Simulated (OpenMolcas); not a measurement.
**CH7BSi2 (SMILES CB1[SiH2][SiH2]1), step by step**

Aim: a single-point energy (HF/ANO-R0), then the energy (CASSCF(2,2)/ANO-R1), then the energy along one coordinate (CASPT2(2,2)/ANO-R1), then an energy scan (SC-NEVPT2(2,2)/ANO-R1), then the energy along one coordinate (MC-PDFT[tPBE](2,2)/ANO-R1) of CH7BSi2. 

The calculation is run with OpenMolcas 26.06.

## Step 1: The molecule

CH7BSi2: 11 atoms, total charge 0, spin state singlet. As SMILES, `CB1[SiH2][SiH2]1`. The coordinates come from a PBE0-D4/def2-TZVP relaxation.

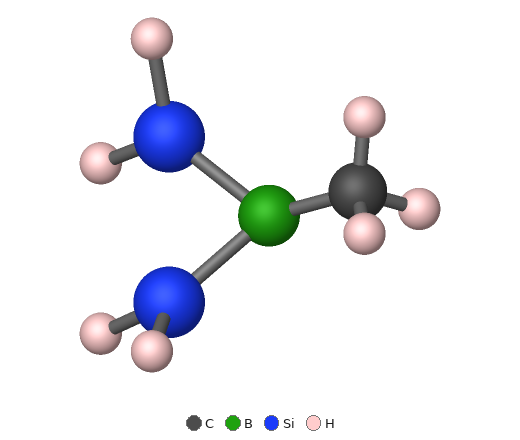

Viewed from a chosen angle; carbon dark grey, boron green, silicon blue, hydrogen pink.

## Step 2: The energy at HF/ANO-R0 (sfX2C) (run 1)

Input file geom.xyz:

```xyz
11

C     -0.263900     1.793500     0.099500
B     -0.450600     0.243000    -0.016600
Si     0.018800    -1.148600     1.199400
Si     0.210300    -0.982900    -1.318800
H      0.165600     2.121800     1.048800
H     -1.271300     2.229100     0.051100
H      0.301000     2.238000    -0.723000
H     -0.479200    -2.541300     1.107000
H      0.876900    -0.975400     2.403900
H      1.239000    -0.662800    -2.346600
H     -0.281200    -2.371200    -1.484200
```

Input file step1.inp:

```
>>> EXPORT MOLCAS_PRINT=2
&GATEWAY
COORD = geom.xyz
BASIS = ANO-R0
GROUP = NoSym
&SEWARD
&SCF
PRORBITALS = 0
&LOCALISATION
OCCUPIED
FREEZE
PIPEK-MEZEY
&LOCALISATION
FILEORB = $Project.LocOrb
VIRTUAL
PIPEK-MEZEY
```

Launch:

```sh
$ export MOLCAS_MEM=1860
$ pymolcas step1.inp > step1.log
```

Standard output:

```text
--- Start Module: gateway ---
[...]
--- Stop Module: gateway /rc=_RC_ALL_IS_WELL_ ---
[...]
      Basis functions           35
[...]
       Convergence after  11 Iterations
[...]
::    Total SCF energy                               -644.9485683172
[...]
      Total spin, S                                     0.0000000000
[...]
      Total electronic charge=   46.000000
      Total            charge=   -0.000000
[...]
      Dipole Moment (debye):
      Origin of the operator (angstrom)=   -0.0135   -0.4115   -0.0264
                   X= -3.5405E-01               Y=  8.2030E-01               Z=  2.5800E-02           Total=  8.9381E-01
      Quadrupole Moment (debye*angstrom):
[...]
--- Start Module: localisation ---
[...]
--- Stop Module: localisation /rc=_RC_ALL_IS_WELL_ ---
--- Start Module: localisation ---
[...]
--- Stop Module: localisation /rc=_RC_ALL_IS_WELL_ ---
[...]
```

Wall time 5.4 s (1 thread of Intel Xeon Platinum 8259CL at 2.50GHz (Skylake/Cascade Lake), shared host); peak memory 0.38 GiB.

## Step 3: The energy at CASSCF(2,2)/ANO-R1 (sfX2C, RICD fitting) (run 2)

geom.xyz is that of step 2.

Input file step2.inp:

```
* CH7BSi2 CASSCF
&GATEWAY
Coord = geom.xyz
Basis = ANO-R0
Group = NoSym
&SEWARD
&RASSCF
FileOrb = $CurrDir/step1.LocOrb
Alter = 2
1 16 23
1 24 35
Spin = 1
Nactel = 2 0 0
Inactive = 22
Ras2 = 2
OrbListing = Nothing
>>> COPY $Project.RunFile RUNFIL1
>>> COPY $Project.RasOrb INPORB
&GATEWAY
Coord = geom.xyz
Basis = ANO-R1
Group = NoSym
RICD
&SEWARD
>>> COPY $Project.RunFile RUNFIL2
&EXPBAS
&RASSCF
FileOrb = $Project.ExpOrb
Spin = 1
Nactel = 2 0 0
Inactive = 22
Ras2 = 2
OrbListing = Nothing
```

Launch:

```sh
$ export MOLCAS_MEM=1860
$ pymolcas step2.inp > step2.log
```

Standard output:

```text
--- Start Module: gateway ---
[...]
--- Stop Module: gateway /rc=_RC_ALL_IS_WELL_ ---
[...]
      Basis functions           35
[...]
      Number of active orbitals                  2
[...]
      Spin quantum number                      0.0
[...]
      Active orbitals                            2
[...]
      Number of CSFs                             3
[...]
      Number of root(s) required                 1
[...]
      Convergence after 13 iterations
[...]
      printout of CI-coefficients larger than  0.05 for root  1
      energy=    -644.958863
      conf/sym  11     Coeff  Weight
             1  20   0.99675 0.99351
             3  02  -0.08058 0.00649
      Natural orbitals and occupation numbers for root  1
      sym 1:   1.987014   0.012986
      ************************************************************************************************************************
      *                                                    Final results                                                     *
[...]
::    RASSCF root number  1 Total energy:   -644.95886309
[...]
      Basis functions           99
[...]
--- Start Module: expbas ---
[...]
--- Stop Module: expbas /rc=_RC_ALL_IS_WELL_ ---
--- Start Module: rasscf ---
[...]
      Convergence after 15 iterations
[...]
      Natural orbitals and occupation numbers for root  1
      sym 1:   1.987121   0.012879
      ************************************************************************************************************************
      *                                                    Final results                                                     *
[...]
::    RASSCF root number  1 Total energy:   -645.67881642
[...]
      Total electronic charge=   46.000000
      Total            charge=   -0.000000
[...]
      Dipole Moment (debye):
      Origin of the operator (angstrom)=   -0.0135   -0.4115   -0.0264
                   X=  7.3798E-02               Y=  6.5310E-02               Z=  8.7044E-03           Total=  9.8931E-02
      Quadrupole Moment (debye*angstrom):
[...]
--- Stop Module: rasscf /rc=_RC_ALL_IS_WELL_ ---
[...]
```

Run time: 22 s. Hardware: 1 thread of Intel Xeon Platinum 8259CL at 2.50GHz (Skylake/Cascade Lake), shared host; peak memory 0.38 GiB.

## Step 4: An energy scan at CASPT2(2,2)/ANO-R1 (sfX2C, RICD fitting, ipea shift 0.25 Eh, pt2 variant SS) (run 3)

Input file step3.input:

```
* CH7BSi2 CASPT2
>>> EXPORT MOLCAS_PRINT=2
>>> COPY $CurrDir/step2.RasOrb $Project.RasOrb
>>> ForEach K in (1, 2, 3, 4, 5, 6, 7, 8, 9)
&GATEWAY
Coord
$CurrDir/point$K.xyz
Basis
ANO-R1
Group
NoSym
RICD
&SEWARD
&RASSCF
FileOrb
$Project.RasOrb
Spin
1
Nactel
2 0 0
Inactive
22
Ras2
2
OrbListing
Nothing
&CASPT2
Imaginary
0.2
Frozen
12
>>> EndDo
```

Launch:

```sh
$ export MOLCAS_MEM=1860
$ pymolcas step3.input > step3.log
```

Standard output, shortened:

```text
[...]
      Basis functions           99
[...]
      Number of active orbitals                  2
[...]
      Spin quantum number                      0.0
[...]
      Active orbitals                            2
[...]
      Number of CSFs                             3
[...]
      Number of root(s) required                 1
[...]
      Convergence after 12 iterations
[...]
      Natural orbitals and occupation numbers for root  1
      sym 1:   1.992077   0.007923
      ************************************************************************************************************************
      *                                                    Final results                                                     *
[...]
::    RASSCF root number  1 Total energy:   -645.65675887
[...]
      E2 (Variational):          -0.4259166890
[...]
::    CASPT2 Root  1     Total energy:   -646.08267556
[...]
      Convergence after 12 iterations
[...]
      Natural orbitals and occupation numbers for root  1
      sym 1:   1.987122   0.012878
      ************************************************************************************************************************
      *                                                    Final results                                                     *
[...]
      Convergence after 13 iterations
[...]
      Natural orbitals and occupation numbers for root  1
      sym 1:   1.785274   0.214726
      ************************************************************************************************************************
      *                                                    Final results                                                     *
[...]
      Convergence after 15 iterations
[...]
      Natural orbitals and occupation numbers for root  1
      sym 1:   1.556851   0.443149
      ************************************************************************************************************************
      *                                                    Final results                                                     *
[...]
      Convergence after 14 iterations
[...]
::    RASSCF root number  1 Total energy:   -645.53474290
[...]
::    CASPT2 Root  1     Total energy:   -645.93671002
[...]
      Convergence after 13 iterations
[...]
::    RASSCF root number  1 Total energy:   -645.53221543
[...]
      E2 (Variational):          -0.4004767563
[...]
::    CASPT2 Root  1     Total energy:   -645.93269219
[...]
```

Wall time 2.1 min (1 thread of Intel Xeon Platinum 8259CL at 2.50GHz (Skylake/Cascade Lake), shared host); peak memory 0.088 GiB.

The scan, from its lowest point:

| B2–C1 (Å) | energy (kJ/mol) |
| --- | --- |
| 1.409 | 48.7 |
| 1.566 | 0.0 |
| 1.723 | 16.5 |
| 1.958 | 89.8 |
| 2.271 | 203.5 |
| 2.662 | 316.2 |
| 3.132 | 393.7 |
| 3.758 | 432.0 |
| 4.698 | 442.5 |

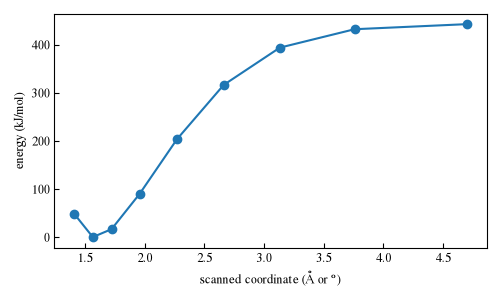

Energy along the scan.

## Step 5: The energy along one coordinate at SC-NEVPT2(2,2)/ANO-R1 (sfX2C, RICD fitting, pt2 variant SC-NEVPT2) (run 4)

Input file step4.input:

```
>>> COPY $CurrDir/step2.RasOrb $Project.RasOrb
>>> ForEach K in (1, 2, 3, 4, 5, 6, 7, 8, 9)
&GATEWAY
Coord = $CurrDir/point$K.xyz
Basis = ANO-R1
Group = NoSym
RICD
&SEWARD
&RASSCF
FileOrb = $Project.RasOrb
Spin = 1
Nactel = 2 0 0
Inactive = 22
Ras2 = 2
OrbListing = Nothing
&CASPT2
SC-NEVPT2
Frozen = 12
>>> EndDo
```

Launch:

```sh
$ export MOLCAS_MEM=1860
$ pymolcas step4.input > step4.log
```

Standard output, shortened:

```text
[...]
      Basis functions           99
[...]
      Number of active orbitals                  2
[...]
      Spin quantum number                      0.0
[...]
      Active orbitals                            2
[...]
      Number of CSFs                             3
[...]
      Number of root(s) required                 1
[...]
      Convergence after 12 iterations
[...]
      Natural orbitals and occupation numbers for root  1
      sym 1:   1.992077   0.007923
      ************************************************************************************************************************
      *                                                    Final results                                                     *
[...]
::    RASSCF root number  1 Total energy:   -645.65675887
[...]
      E2 (Variational):          -0.4200102175
[...]
::    SC-NEVPT2 Root  1     Total energy:   -646.07671403
[...]
      Convergence after 12 iterations
[...]
      Natural orbitals and occupation numbers for root  1
      sym 1:   1.987122   0.012878
      ************************************************************************************************************************
      *                                                    Final results                                                     *
[...]
      Convergence after 13 iterations
[...]
      Natural orbitals and occupation numbers for root  1
      sym 1:   1.785274   0.214726
      ************************************************************************************************************************
      *                                                    Final results                                                     *
[...]
      Convergence after 15 iterations
[...]
      Natural orbitals and occupation numbers for root  1
      sym 1:   1.556851   0.443149
      ************************************************************************************************************************
      *                                                    Final results                                                     *
[...]
      Convergence after 14 iterations
[...]
::    RASSCF root number  1 Total energy:   -645.53474290
[...]
::    SC-NEVPT2 Root  1     Total energy:   -645.93278638
[...]
      Convergence after 13 iterations
[...]
::    RASSCF root number  1 Total energy:   -645.53221543
[...]
      E2 (Variational):          -0.3968376508
[...]
::    SC-NEVPT2 Root  1     Total energy:   -645.92905308
[...]
```

Wall time 2 min (1 thread of Intel Xeon Platinum 8259CL at 2.50GHz (Skylake/Cascade Lake), shared host); peak memory 0.087 GiB.

The scan, from its lowest point:

| B2–C1 (Å) | energy (kJ/mol) |
| --- | --- |
| 1.409 | 51.9 |
| 1.566 | 0.0 |
| 1.723 | 13.7 |
| 1.958 | 84.0 |
| 2.271 | 196.6 |
| 2.662 | 311.7 |
| 3.132 | 391.9 |
| 3.758 | 429.8 |
| 4.698 | 439.6 |

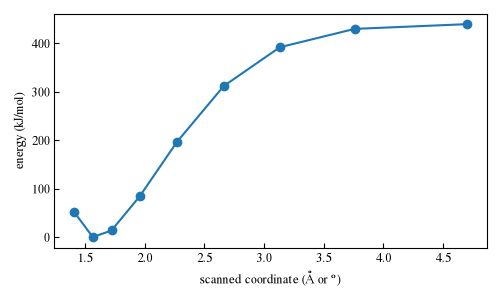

Energy along the scan.

## Step 6: The energy along one coordinate at MC-PDFT[tPBE](2,2)/ANO-R1 (sfX2C, RICD fitting) (run 5)

Input file step5.inp:

```
* CH7BSi2 MC-PDFT
>>> COPY $CurrDir/step2.RasOrb $Project.RasOrb
>>> ForEach K in (1, 2, 3, 4, 5, 6, 7, 8, 9)

&GATEWAY
 Coord=$CurrDir/point$K.xyz
 Basis=ANO-R1
 Group=NoSym
 RICD

&SEWARD

&RASSCF
 FileOrb=$Project.RasOrb
 Spin=1
 Nactel=2 0 0
 Inactive=22
 Ras2=2
 OrbListing=Nothing

&MCPDFT
 KSDFT=T:PBE
>>> EndDo
```

Launch:

```sh
$ export MOLCAS_MEM=1860
$ pymolcas step5.inp > step5.log
```

Standard output, shortened:

```text
--- Start Module: gateway ---
[...]
      Basis functions           99
[...]
      Number of active orbitals                  2
[...]
      Spin quantum number                      0.0
[...]
      Active orbitals                            2
[...]
      Number of CSFs                             3
[...]
      Number of root(s) required                 1
[...]
      Convergence after 12 iterations
[...]
      Natural orbitals and occupation numbers for root  1
      sym 1:   1.992077   0.007923
      ************************************************************************************************************************
      *                                                    Final results                                                     *
[...]
::    RASSCF root number  1 Total energy:   -645.65675887
[...]
::    MCPDFT root number  1 Total energy:   -646.89904847
[...]
      Convergence after 12 iterations
[...]
      Natural orbitals and occupation numbers for root  1
      sym 1:   1.987122   0.012878
      ************************************************************************************************************************
      *                                                    Final results                                                     *
[...]
      Convergence after 13 iterations
[...]
      Natural orbitals and occupation numbers for root  1
      sym 1:   1.785274   0.214726
      ************************************************************************************************************************
      *                                                    Final results                                                     *
[...]
      Convergence after 15 iterations
[...]
      Natural orbitals and occupation numbers for root  1
      sym 1:   1.556851   0.443149
      ************************************************************************************************************************
      *                                                    Final results                                                     *
[...]
      Convergence after 14 iterations
[...]
::    RASSCF root number  1 Total energy:   -645.53474290
[...]
::    MCPDFT root number  1 Total energy:   -646.73893479
[...]
      Convergence after 13 iterations
[...]
::    RASSCF root number  1 Total energy:   -645.53221543
[...]
      Total electronic charge=   46.000000
      Total            charge=   -0.000000
[...]
::    MCPDFT root number  1 Total energy:   -646.73524580
[...]
```

Wall time 2.2 min (1 thread of Intel Xeon Platinum 8259CL at 2.50GHz (Skylake/Cascade Lake), shared host); peak memory 0.088 GiB.

The scan, from its lowest point:

| B2–C1 (Å) | energy (kJ/mol) |
| --- | --- |
| 1.409 | 43.1 |
| 1.566 | 0.0 |
| 1.723 | 18.9 |
| 1.958 | 93.6 |
| 2.271 | 210.1 |
| 2.662 | 331.4 |
| 3.132 | 420.2 |
| 3.758 | 463.5 |
| 4.698 | 473.1 |

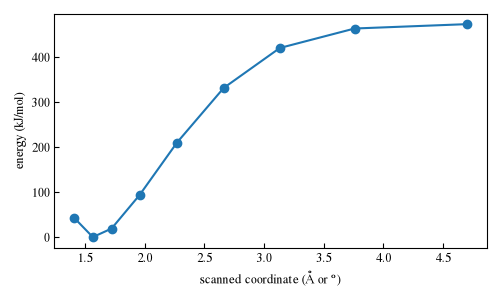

Energy along the scan.

## Step 7: Results

| quantity | value |
| --- | --- |
| run 1, HF/ANO-R0: total energy | -644.94857 Eh |
| run 1, HF/ANO-R0: dipole moment | 0.89 D |
| run 1, HF/ANO-R0: HOMO energy | -10.14 eV |
| run 1, HF/ANO-R0: LUMO energy | 0.26 eV |
| run 1, HF/ANO-R0: HOMO–LUMO gap | 10.40 eV |
| run 2, CASSCF(2,2)/ANO-R1: total energy | -645.67882 Eh |
| run 2, CASSCF(2,2)/ANO-R1: dipole moment (CASSCF density) | 0.10 D |
| run 3, CASPT2(2,2)/ANO-R1: lowest energy of the scan | -646.10124 Eh |
| run 4, SC-NEVPT2(2,2)/ANO-R1: lowest energy of the scan | -646.09650 Eh |
| run 5, MC-PDFT[tPBE](2,2)/ANO-R1: lowest energy of the scan | -646.91546 Eh |

**Reading.** Mulliken charges (run 2, CASSCF(2,2)/ANO-R1) run from -0.10 on Si3 to +0.06 on H8; they depend strongly on the basis.
